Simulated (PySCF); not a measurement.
Geometry relaxation, with input and output: C$_{7}$H$_{18}$Cl$_{2}$SSi$_{2}$ (part 1 of 2)

C$_{7}$H$_{18}$Cl$_{2}$SSi$_{2}$, computed with PBE0-D3(BJ)/def2-SVP geometry optimisation, gas phase (PySCF 2.14.0).

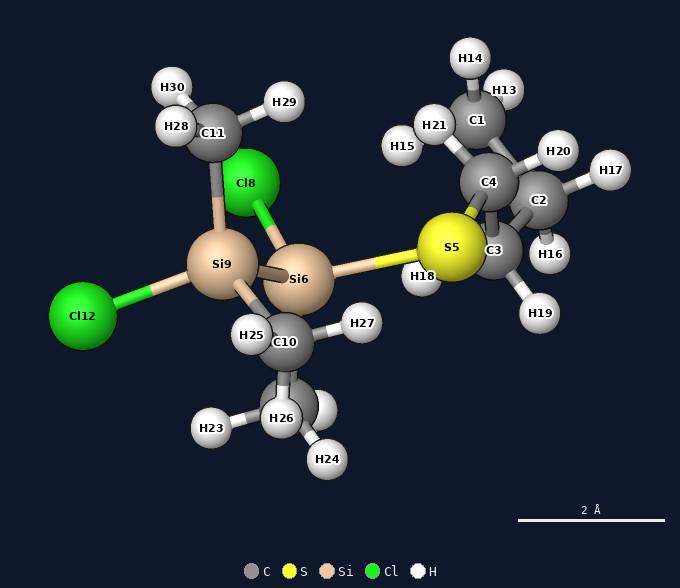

Figure 1. The starting structure (ball-and-stick view, seen at a tilt; atoms are numbered from 1 in the order of the input).

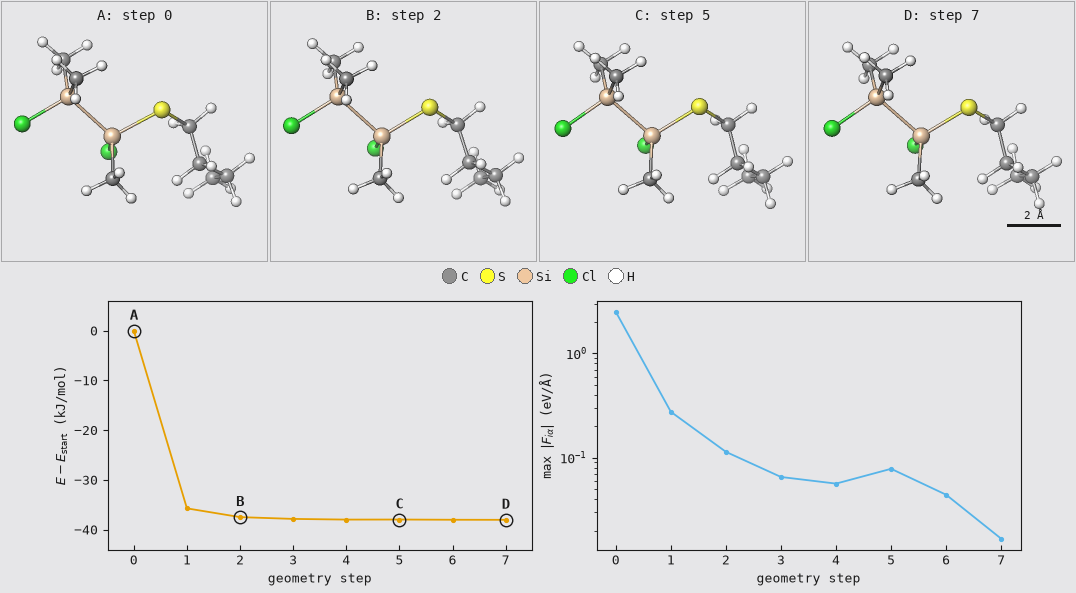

Figure 2. Frames of the relaxation (ball-and-stick view, seen at a tilt) above the curves, on which the letters mark them (steps are counted from 0).

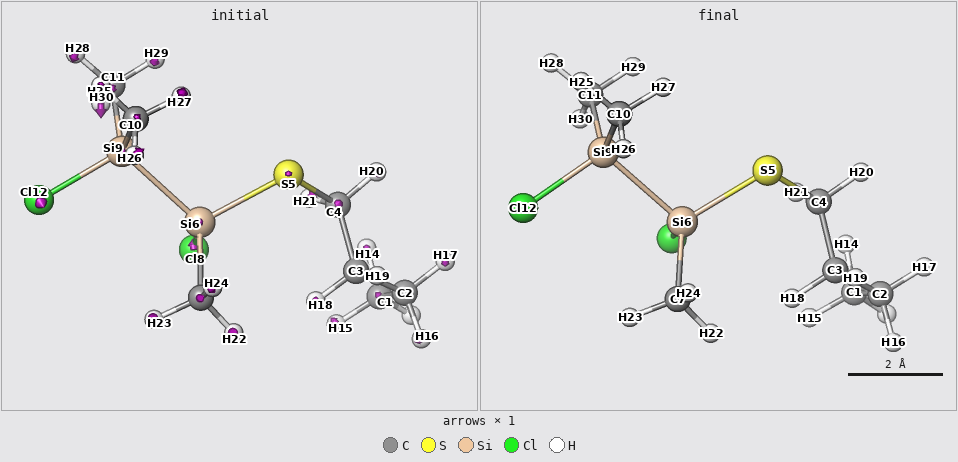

Figure 3. Before (left) and after (right) the relaxation, at one scale (ball-and-stick view, seen at a tilt). The pink arrows give the displacements, at true length. H30 moves most after the best rigid fit: 0.33 Å. By element the largest moves are H 0.33 Å, Cl 0.31 Å, C 0.20 Å, S 0.10 Å, Si 0.09 Å. Distances before and after: Si6–C7 1.919 → 1.868 Å, C1–H13 1.051 → 1.101 Å, Si6–Cl8 2.060 → 2.099 Å, C10–H25 1.066 → 1.101 Å. Among the angles that change: S5–Si6–C7 108.4° → 116.0°, Cl8–Si6–Si9 112.6° → 106.9°, C3–C4–S5 110.9° → 114.7°. After 7 geometry steps the energy has fallen by 38.0 kJ/mol. The largest force component goes from 2.5 to 0.017 eV/Å. (Atoms are counted from 1 in the order of the input.)

The input and output of the run follow.

The input:
```
{"job": {"xc": "PBE0", "basis": "def2-SVP", "d3": "d3bj", "grid": 1, "shake": 0.01, "kind": "geom"}, "charge": 0, "multiplicity": 1}
C      4.147750     1.244330    -0.023350
C      3.898010     0.001030     0.792450
C      2.452580    -0.527810     0.685410
C      1.491730     0.423420     1.307790
S     -0.211720    -0.322940     1.409060
Si    -0.898360    -0.341100    -0.650610
C     -0.428890    -2.030450    -1.430820
Cl     0.169510     1.083360    -1.686250
Si    -3.183630     0.113140    -0.603160
C     -4.094240    -1.089440     0.558070
C     -3.581300     1.911910    -0.142460
Cl    -3.902590    -0.207430    -2.502700
H      5.150980     1.556650    -0.025370
H      3.537420     2.105390     0.378760
H      3.821710     1.099410    -1.060400
H      4.582690    -0.759290     0.448160
H      4.145560     0.213840     1.839880
H      2.213350    -0.678500    -0.351480
H      2.407420    -1.496960     1.207820
H      1.696890     0.661520     2.347640
H      1.351340     1.345430     0.734410
H      0.642540    -2.180810    -1.557860
H     -0.884570    -2.112930    -2.435450
H     -0.808270    -2.843970    -0.823250
H     -5.138230    -0.877220     0.600160
H     -3.999980    -2.103500     0.219980
H     -3.694410    -1.039150     1.571410
H     -4.634320     2.118190    -0.151790
H     -3.201290     2.134810     0.837250
H     -3.113510     2.627250    -0.855350
```

The first line tells a small driver script what to run in PySCF; the rest is the geometry in Å.

Command:
```bash
OMP_NUM_THREADS=2 python <driver script> task.json out
```

The program's output:
```
step   0  E = -2173.55629335  max force = 0.048649
step   1  E = -2173.56989524  max force = 0.005351
step   2  E = -2173.57056591  max force = 0.002212
step   3  E = -2173.57070276  max force = 0.001270
step   4  E = -2173.57075506  max force = 0.001096
step   5  E = -2173.57075108  max force = 0.001520
step   6  E = -2173.57076730  max force = 0.000857
step   7  E = -2173.57077331  max force = 0.000324
optimisation converged
```

Trajectory as extended XYZ (Å, eV, eV/Å), 8 frames, from step=0 to step=7:
```
30
Properties=species:S:1:pos:R:3:forces:R:3 step=0 energy=-59145.47934
C     4.1478    1.2443   -0.0233   -2.5017   0.6283   0.2543
C     3.8980    0.0010    0.7924   -0.5142   0.2473  -0.1312
C     2.4526   -0.5278    0.6854    1.6297   0.1327   1.1251
C     1.4917    0.4234    1.3078   -1.6693  -0.2900  -0.3855
S    -0.2117   -0.3229    1.4091   -0.1863   0.3152  -0.0176
Si   -0.8984   -0.3411   -0.6506    0.6955  -1.3782   0.3796
C    -0.4289   -2.0305   -1.4308   -0.6637   0.9231  -0.5156
Cl    0.1695    1.0834   -1.6863    0.1081   0.5402  -0.3514
Si   -3.1836    0.1131   -0.6032   -0.5874   0.3736   1.0240
C    -4.0942   -1.0894    0.5581    1.2535   0.6901  -0.2583
C    -3.5813    1.9119   -0.1425    1.0707  -0.2986  -1.1793
Cl   -3.9026   -0.2074   -2.5027   -0.1748  -0.1599  -0.7117
H     5.1510    1.5567   -0.0254    1.8541   0.4471   0.0392
H     3.5374    2.1054    0.3788    0.4886  -0.5541  -0.3627
H     3.8217    1.0994   -1.0604    0.0210   0.0011  -0.2119
H     4.5827   -0.7593    0.4482    0.4591  -0.7211  -0.1077
H     4.1456    0.2138    1.8399    0.0228  -0.1497   0.2600
H     2.2134   -0.6785   -0.3515   -0.2840  -0.2206  -0.8852
H     2.4074   -1.4970    1.2078   -0.1543  -0.0220  -0.1103
H     1.6969    0.6615    2.3476    0.3080   0.1243   0.3919
H     1.3513    1.3454    0.7344    0.2446   0.1851   0.0339
H     0.6425   -2.1808   -1.5579    0.4127   0.1884   0.1271
H    -0.8846   -2.1129   -2.4354   -0.0195   0.0167   0.1173
H    -0.8083   -2.8440   -0.8233   -0.2693  -0.3886   0.4047
H    -5.1382   -0.8772    0.6002   -1.2477   0.4468  -0.0120
H    -4.0000   -2.1035    0.2200    0.2124  -0.9434  -0.3745
H    -3.6944   -1.0392    1.5714    0.1941   0.0989   0.3430
H    -4.6343    2.1182   -0.1518   -1.0452  -0.0421  -0.0207
H    -3.2013    2.1348    0.8373    0.3871   0.1624   0.9189
H    -3.1135    2.6273   -0.8554   -0.0447  -0.3531   0.2168
30
Properties=species:S:1:pos:R:3:forces:R:3 step=1 energy=-59145.84946
C     4.0838    1.2748   -0.0219    0.2646   0.2699   0.0095
C     3.8766    0.0234    0.8145    0.0520  -0.0413  -0.0680
C     2.4582   -0.5377    0.7365    0.0071   0.0864  -0.0177
C     1.4184    0.3969    1.3295   -0.1597  -0.1806   0.0178
S    -0.2721   -0.3179    1.4302    0.0970   0.0468  -0.0548
Si   -0.8788   -0.4089   -0.6308   -0.1022  -0.1140  -0.1936
C    -0.5309   -2.0331   -1.5003    0.1558   0.0229   0.0414
Cl    0.1318    1.1024   -1.6905   -0.1125  -0.0633   0.0920
Si   -3.1633    0.0989   -0.5801    0.0923   0.0239  -0.0869
C    -4.0769   -1.0711    0.5646   -0.1789  -0.0416  -0.0528
C    -3.3971    1.9037   -0.1509   -0.2056   0.0162   0.0917
Cl   -3.8817   -0.2271   -2.5344    0.0581   0.0196   0.1449
H     5.1438    1.6036   -0.0263   -0.2752  -0.1461   0.0129
H     3.4922    2.1246    0.3551   -0.0005  -0.0209  -0.0060
H     3.7780    1.1108   -1.0662    0.0093  -0.0204  -0.0551
H     4.5816   -0.7589    0.4799   -0.0565   0.0340   0.0452
H     4.1311    0.2348    1.8684    0.0131  -0.0469   0.0041
H     2.2038   -0.7192   -0.3257    0.0139  -0.0647   0.1220
H     2.4074   -1.5055    1.2579   -0.0197  -0.0567  -0.0161
H     1.6537    0.6548    2.3744    0.0425   0.0245  -0.0395
H     1.3318    1.3233    0.7490    0.0545   0.1106   0.0459
H     0.5497   -2.1939   -1.6407   -0.0314  -0.0103   0.0306
H    -1.0168   -2.0473   -2.4880   -0.0355   0.0694   0.0090
H    -0.9323   -2.8682   -0.9029    0.0131   0.0512   0.0097
H    -5.1522   -0.8202    0.6057    0.1146   0.0094   0.0010
H    -3.9939   -2.1120    0.2113    0.0362   0.0696  -0.0031
H    -3.6686   -1.0222    1.5857    0.0309   0.0496   0.0226
H    -4.4695    2.1664   -0.1577    0.0937  -0.0017   0.0086
H    -2.9887    2.1162    0.8522   -0.0145  -0.0768  -0.0617
H    -2.8771    2.5474   -0.8735    0.0434  -0.0186  -0.0536
30
Properties=species:S:1:pos:R:3:forces:R:3 step=2 energy=-59145.86771
C     4.1217    1.2091   -0.0411    0.0432   0.0547   0.0063
C     3.8699   -0.0266    0.8116   -0.0292  -0.0012  -0.0368
C     2.4329   -0.5423    0.7519    0.0396   0.0767   0.0112
C     1.4212    0.4276    1.3367   -0.0807  -0.1137  -0.0352
S    -0.2831   -0.2452    1.4331    0.0169   0.0726  -0.0114
Si   -0.8880   -0.3478   -0.6282   -0.0184  -0.0166  -0.0362
C    -0.4640   -1.9472   -1.4932    0.0840  -0.0170  -0.0294
Cl    0.0591    1.2068   -1.6734   -0.0404  -0.0182   0.0574
Si   -3.1825    0.0909   -0.5831    0.0240   0.0082  -0.0492
C    -4.0648   -1.0889    0.5699   -0.0668  -0.0298   0.0091
C    -3.4819    1.8851   -0.1672   -0.0653   0.0345  -0.0045
Cl   -3.8819   -0.2723   -2.5317    0.0366  -0.0074   0.0510
H     5.1888    1.4841   -0.0482   -0.0439  -0.0299   0.0040
H     3.5665    2.0866    0.3258   -0.0098  -0.0131   0.0021
H     3.8108    1.0429   -1.0852    0.0062  -0.0100   0.0014
H     4.5409   -0.8387    0.4853   -0.0002   0.0039   0.0006
H     4.1388    0.1820    1.8623    0.0136  -0.0103   0.0031
H     2.1673   -0.7357   -0.3023   -0.0028  -0.0435   0.0154
H     2.3522   -1.5044    1.2828    0.0029  -0.0063  -0.0067
H     1.6696    0.6848    2.3781    0.0061   0.0033   0.0053
H     1.3689    1.3602    0.7582    0.0293   0.0362   0.0254
H     0.6222   -2.0656   -1.6255   -0.0188  -0.0045   0.0044
H    -0.9482   -1.9698   -2.4818   -0.0083   0.0113   0.0008
H    -0.8366   -2.7950   -0.8972   -0.0060   0.0100   0.0008
H    -5.1435   -0.8668    0.6047    0.0199   0.0095   0.0009
H    -3.9439   -2.1286    0.2296    0.0146   0.0086   0.0108
H    -3.6578   -1.0067    1.5904    0.0078   0.0179  -0.0036
H    -4.5584    2.1185   -0.1771    0.0203  -0.0008  -0.0008
H    -3.0801    2.1063    0.8343    0.0122  -0.0159  -0.0027
H    -2.9741    2.5352   -0.8950    0.0136  -0.0092   0.0064
```
